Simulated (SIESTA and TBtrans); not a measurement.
Device: In chain with one bond stretched by 0.3 Å. Leads: straight In chain, spacing 2.9 Å. Geometry: as built, not relaxed.

Computed with SIESTA and TBtrans, PBE, DZP numerical orbitals (energy shift 0.15 eV), PseudoDojo norm-conserving scalar-relativistic potentials, mesh cutoff 200 Ry, 300 K, no spin polarisation, no spin-orbit coupling; Hamiltonian of a periodic supercell, shifted onto the leads' potential, zero bias.

Energies count from the leads' Fermi level. Transmissions are for one spin of a degenerate pair. The energy step is 0.01 eV; narrower resonances are cut or missed.

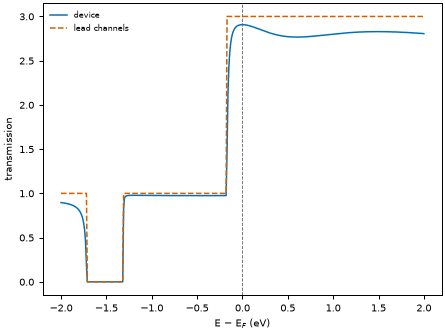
Figure. Transmission against energy

```
E (eV)     T  lead channels
------  ----  -------------
-2.00   0.90              1
-1.80   0.81              1
-1.60      0              0
-1.40      0              0
-1.20   0.98              1
-1.00   0.98              1
-0.80   0.97              1
-0.60   0.97              1
-0.40   0.97              1
-0.20   0.97              1
0.00    2.91              3
0.20    2.85              3
0.40    2.79              3
0.60    2.77              3
0.80    2.78              3
1.00    2.80              3
1.20    2.82              3
1.40    2.83              3
1.60    2.83              3
1.80    2.82              3
2.00    2.81              3
```

The straight chain is held at its spacing; free chains may zigzag or dimerise. No spin-polarised start was tried, so a magnetic state, if there is one, is missed.
